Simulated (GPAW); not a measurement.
# One shape, several levels: H2CO (SMILES C=O)

We compute a comparison of 3 runs (PBE/real-space grid, BLYP/szp(dzp), PBE/dzp) of H2CO. The job is set up through an ASE script.

Program for the calculation: GPAW 26.7.0.

1 further run of the same task is left out (it didn't finish). Runs told in other sessions of the task aren't counted.

### 1 The structure to begin with

The species is H2CO (4 atoms), meant as a singlet with charge 0. SMILES: `C=O`. The shape is that of a PBE0-D4/def2-TZVP optimisation.

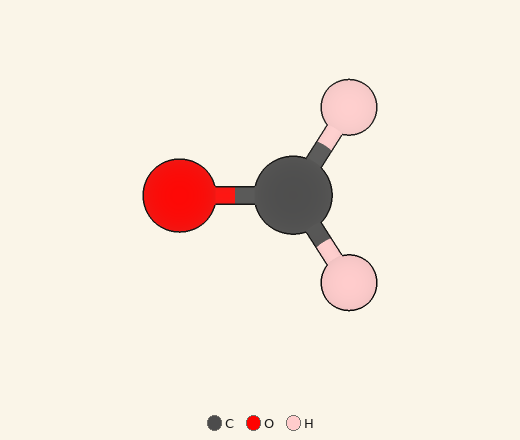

The structure, seen from a chosen angle (carbon dark grey, oxygen red, hydrogen pink).

### 2 The charge distribution at PBE/real-space grid (scalar-relativistic datasets) (run 1)

File mol.xyz:

```xyz
4

C     -0.002800    -0.002200    -0.003300
O      0.692000     0.544400     0.801300
H     -0.544800     0.559700    -0.790500
H     -0.144300    -1.101900    -0.007500
```

File mol_sp.py:

```python
import numpy as np
from ase.io import read
from ase.units import Debye
from gpaw import GPAW

# Atomic positions
atoms = read('mol.xyz')
atoms.center(vacuum=4.5)

# DFT calculator
dft = GPAW(mode='fd', h=0.18, xc='PBE', maxiter=150, txt='-')
atoms.calc = dft

energy = atoms.get_potential_energy()
print(f'Energy = {energy:.5f} eV')
forces = atoms.get_forces()
print('Forces (eV/Ang)')
for symbol, f in zip(atoms.symbols, forces):
    print(f'{symbol:2} {f[0]:9.4f} {f[1]:9.4f} {f[2]:9.4f}')
dipole = atoms.get_dipole_moment() / Debye
print(f'Dipole = {np.linalg.norm(dipole):.3f} D')
homo, lumo = dft.get_homo_lumo()
print(f'HOMO: {homo:.3f} eV')
print(f'LUMO: {lumo:.3f} eV')
print(f'Gap                     {lumo - homo:.3f} eV')
```

The run is started by

```
$ python mol_sp.py > mol_sp.log
```

The log of the run:

```text
[...]
Number of symmetries: 1
[...]
  Number of IBZ points: 1
[...]
Spin-components: 1 (collinear spins)
Bands:           10
[...]
  Valence electrons: 12.0
[...]
  Grid points: [56 60 60]
  Charge: 0.0  # |e|
[...]
    cutoffs:
[...]
occupation numbers:
  # Zero width
[...]
xc functional:
  name: PBE with 2 nearest neighbor stencil
[...]
|iter     |     time |      energy | eigst |  dens |
[...]
|iter:   1| 00:00:02 |  -24.284232 | +1.29 |       |
[...]
|iter:  13| 00:00:12 |  -22.505247c| -7.42c| -5.35c|
Converged in 13 steps
[...]
Energy contributions relative to reference atoms: (reference = -3093.460741)
Energy contributions:
  Kinetic:          25.976016
  Coulomb:         -29.097181
  Zero:              0.556532
  External:          0.000000
  Xc:              -19.940614
  Entropy:           0.000000
  Spinorbit:         0.000000
  ----------------------------
  Free energy:     -22.505247
  Extrapolated:    -22.505247
dipole moment: (-0.268392, -0.210928, -0.310654)  # |e|*Ang
Fermi level: -4.444
Eigenvalues  # (at kpt = [0.000, 0.000, 0.000])
| band index |      eig [eV] | occ [0-2] |
|------------|---------------|-----------|
|          0 |       -26.829 |     2.000 |
|          1 |       -15.710 |     2.000 |
|          2 |       -12.225 |     2.000 |
|          3 |       -11.049 |     2.000 |
|          4 |       -10.199 |     2.000 |
|          5 |        -6.266 |     2.000 |
|          6 |        -2.623 |     0.000 |
|          7 |        -0.209 |     0.000 |
|          8 |         0.773 |     0.000 |
|          9 |         0.795 |     0.000 |
Gap: 3.643 eV
Transition (v -> c):
[...]
Forces (eV/Ang)
C    -0.5248   -0.4130   -0.6012
O     0.7411    0.5804    0.8419
H    -0.1567    0.1350   -0.2242
H    -0.0491   -0.2985   -0.0152
Dipole = 2.217 D
HOMO: -6.266 eV
LUMO: -2.623 eV
Gap                     3.643 eV
```

Wall time 12 s (1 thread of Arm Neoverse V2, shared host); peak memory 0.46 GiB.

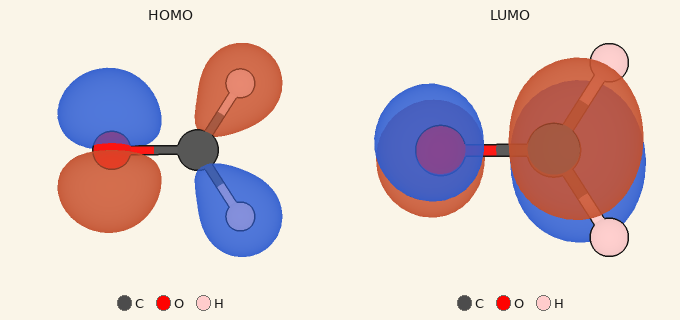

Frontier orbitals of this run, surfaces at ±0.2 Å^-3/2.

### 3 The charge distribution at BLYP/szp(dzp) (scalar-relativistic datasets) (run 2)

File mol.sdf:

```

     RDKit          3D

  4  3  0  0  0  0  0  0  0  0999 V2000
   -0.0028   -0.0022   -0.0033 C   0  0  0  0  0  0  0  0  0  0  0  0
    0.6920    0.5444    0.8013 O   0  0  0  0  0  0  0  0  0  0  0  0
   -0.5448    0.5597   -0.7905 H   0  0  0  0  0  0  0  0  0  0  0  0
   -0.1443   -1.1019   -0.0075 H   0  0  0  0  0  0  0  0  0  0  0  0
  2  1  2  0
  3  1  1  0
  4  1  1  0
M  END
$$$$
```

File mol.py:

```python
import numpy as np
from ase.io import read
from ase.units import Debye
from gpaw import GPAW, setup_paths
from gpaw.atom.configurations import parameters
from gpaw.atom.generator import Generator
from gpaw.utilities.adjust_cell import adjust_cell

molecule = read('mol.sdf')
adjust_cell(molecule, 4.0, h=0.2)

for symbol in ['C', 'H', 'O']:
    Generator(symbol, xcname='BLYP', scalarrel=True, nofiles=True, txt=None).run(**parameters[symbol])
setup_paths.insert(0, '.')

gpaw_calc = GPAW(mode='lcao',
                 h=0.2,
                 basis='szp(dzp)',
                 maxiter=120,
                 xc='BLYP',
                 txt='mol.txt')
molecule.calc = gpaw_calc

energy = molecule.get_potential_energy()
print(f'Energy                  {energy:.5f} eV')
forces = molecule.get_forces()
print('Forces (eV/Ang)')
for symbol, f in zip(molecule.symbols, forces):
    print(f'{symbol:2} {f[0]:9.4f} {f[1]:9.4f} {f[2]:9.4f}')
dipole = molecule.get_dipole_moment() / Debye
print(f'Dipole: {np.linalg.norm(dipole):.3f} D')
homo, lumo = gpaw_calc.get_homo_lumo()
print(f'HOMO                    {homo:.3f} eV')
print(f'LUMO = {lumo:.3f} eV')
print(f'Gap                     {lumo - homo:.3f} eV')
```

The run is started by

```
$ python mol.py > mol.log
```

The log of the run:

```text
Energy                  -16.80411 eV
Forces (eV/Ang)
C    -0.9734   -0.7814   -1.1219
O     2.9553    2.3305    3.5017
H    -1.5066    1.2887   -2.1428
H    -0.5062   -2.8679   -0.1820
Dipole: 1.478 D
HOMO                    -6.816 eV
LUMO = -3.234 eV
Gap                     3.582 eV
```

mol.txt:

```text
__  _  _
 | _ |_)|_||  |
 |__||  | ||/\| - 26.7.0

units:  Angstrom and eV
cores:  1
OpenMP: False

Versions:
  Python: 3.12.14
  ASE:    3.29.0
  Numpy:  2.5.5
  Scipy:  1.18.1
  Libxc:  7.0.0

        _gpaw.cpython-312-aarch64-linux-gnu.so

[... 55 lines left out ...]
|   |                                coordinates |     weight |
[... 138 lines left out ...]
  Fourier metric: weight=20.0, sigma=0.015
[... 187 lines left out ...]
Reference energy: -3097.243443  # eV
[... 29 lines left out ...]
convergence criteria:
[... 17 lines left out ...]
Converged in 8 steps
[... 15 lines left out ...]
dipole moment: (-0.178942, -0.140513, -0.207272)  # |e|*Ang
[... 17 lines left out ...]
Forces  # eV/Ang
|        x |        y |        z |
|----------|----------|----------|
| -0.97344 | -0.78136 | -1.12191 |  # C    0
|  2.95534 |  2.33047 |  3.50165 |  # O    1
| -1.50657 |  1.28872 | -2.14277 |  # H    2
| -0.50620 | -2.86790 | -0.18201 |  # H    3

Force computation time: 0.049  # s

timing:  # [seconds]
  Total:  4.031  # ━━━━━━━━━━━━━━━━━━━━━━━━━━━━━━━━━━━━━━━━━━━━━━━━━━━━━━━━━━
  Init:   1.867  # ━━━━━━━━━━━━━━━━━━━━━━━━━━━
  SCF:    2.088  # ━━━━━━━━━━━━━━━━━━━━━━━━━━━━━━
  Forces: 0.049  # ╸

Max RSS: 350.609  # MiB
```

Wall time 5.1 s (1 thread of Arm Neoverse V2, shared host); peak memory 0.34 GiB.

### 4 Energy and one-electron properties at PBE/dzp (scalar-relativistic datasets) (run 3)

mol.sdf is that of step 3.

File sp.py:

```python
import numpy as np
from ase.io import read
from ase.units import Debye
from gpaw import GPAW

# Atomic positions
mol = read("mol.sdf")
mol.center(vacuum=4.5)

# GPAW settings
calc = GPAW(mode="lcao", basis="dzp", h=0.18, xc="PBE", maxiter=150, txt="-")
mol.calc = calc

energy = mol.get_potential_energy()
print(f"Energy = {energy:.5f} eV")
forces = mol.get_forces()
print("Forces (eV/Ang)")
for symbol, f in zip(mol.symbols, forces):
    print(f'{symbol:2} {f[0]:9.4f} {f[1]:9.4f} {f[2]:9.4f}')
dipole = mol.get_dipole_moment() / Debye
print(f"Dipole                  {np.linalg.norm(dipole):.3f} D")
homo, lumo = calc.get_homo_lumo()
print(f"HOMO: {homo:.3f} eV")
print(f"LUMO                    {lumo:.3f} eV")
print(f"Gap: {lumo - homo:.3f} eV")
```

The run is started by

```
$ OMP_NUM_THREADS=1 python sp.py
```

The log of the run:

```text
[...]
Number of symmetries: 1
[...]
  Number of IBZ points: 1
[...]
basis functions: 36
Spin-components: 1 (collinear spins)
Bands:           10
[...]
  Valence electrons: 12.0
[...]
  Grid points: [56 60 60]
  Charge: 0.0  # |e|
[...]
    cutoffs:
[...]
occupation numbers:
  # Zero width
[...]
xc functional:
  name: PBE with 2 nearest neighbor stencil
[...]
|iter     |     time |      energy | eigst |  dens |
[...]
|iter:   1| 00:00:03 |  -21.836328 |      c|       |
[...]
|iter:   9| 00:00:06 |  -21.008146c|      c| -4.37c|
Converged in 9 steps
[...]
Energy contributions relative to reference atoms: (reference = -3093.460741)
Energy contributions:
  Kinetic:          19.945508
  Coulomb:         -21.333470
  Zero:              0.246163
  External:          0.000000
  Xc:              -19.866347
  Entropy:           0.000000
  Spinorbit:         0.000000
  ----------------------------
  Free energy:     -21.008146
  Extrapolated:    -21.008146
dipole moment: (-0.226182, -0.177878, -0.261880)  # |e|*Ang
Fermi level: -4.034
[...]
Gap: 3.709 eV
Transition (v -> c):
[...]
Forces (eV/Ang)
C    -0.8366   -0.6549   -0.9429
O     1.4435    1.1146    1.6882
H    -0.4729    0.3765   -0.6690
H    -0.1736   -0.8822   -0.0746
Dipole                  1.869 D
HOMO: -5.889 eV
LUMO                    -2.180 eV
Gap: 3.709 eV
```

It took 6.8 s on 1 thread of Arm Neoverse V2, shared host; peak memory 0.5 GiB.

### 5 All runs side by side

| run | level | mode | grid spacing | energy (Eh) | dipole moment (D) | HOMO energy (eV) | LUMO energy (eV) | wall time |
| --- | --- | --- | --- | --- | --- | --- | --- | --- |
| 1 | PBE/real-space grid (scalar-relativistic datasets) | fd | 0.18 | -114.509638 | 2.22 | -6.27 | -2.62 | 12 s |
| 2 | BLYP/szp(dzp) (scalar-relativistic datasets) | lcao | 0.2 | -114.439137 | 1.48 | -6.82 | -3.23 | 5.1 s |
| 3 | PBE/dzp (scalar-relativistic datasets) | lcao | 0.18 | -114.454621 | 1.87 | -5.89 | -2.18 | 6.8 s |

### 6 Results

| quantity | value |
| --- | --- |
| run 3: energy as printed (from the program's reference atoms) | -21.0081 eV |
| run 3: dipole moment | 1.87 D |
| run 3: HOMO energy | -5.89 eV |
| run 3: LUMO energy | -2.18 eV |
| run 3: HOMO–LUMO gap | 3.71 eV |
| run 3: largest force on an atom | 2.485 eV/Å |

In words: The dipole moment (its size) runs from 1.48 D (BLYP/szp(dzp)) to 2.22 D (PBE/real-space grid). The two ends differ in method and basis. The HOMO–LUMO gap runs from 3.58 eV (BLYP/szp(dzp)) to 3.71 eV (PBE/dzp). Totals of different functionals can't be ranked against each other. All runs together took 24 s, the longest 12 s.
